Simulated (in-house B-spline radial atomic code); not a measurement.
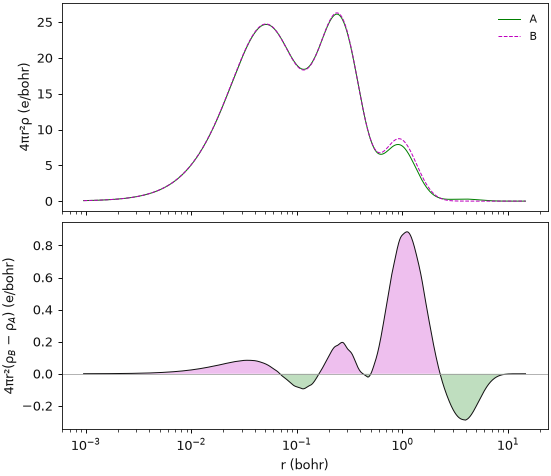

The scandium ion Sc³⁺ was computed in two configurations: [Ar]; [Ne] 3s1 3p6 4f1 (high spin). Theory: non-relativistic PBE, spin-polarised, spherical fractional occupations, point nucleus, basis-set limit (computed with an in-house B-spline radial code).

The plot shows both radial densities and the radial density of run B less that of run A; on the logarithmic r axis, areas aren't charges.

> Which run is A and which is B? Where does the charge move?

A is [Ne] 3s1 3p6 4f1 (high spin); B is [Ar]. B holds 0.88 electrons more than A where the difference is positive (most at r = 1.1 bohr) and 0.88 electrons fewer where it is negative (most at r = 4.0 bohr), with no net change. The energy of B less that of A is −80.8 eV.
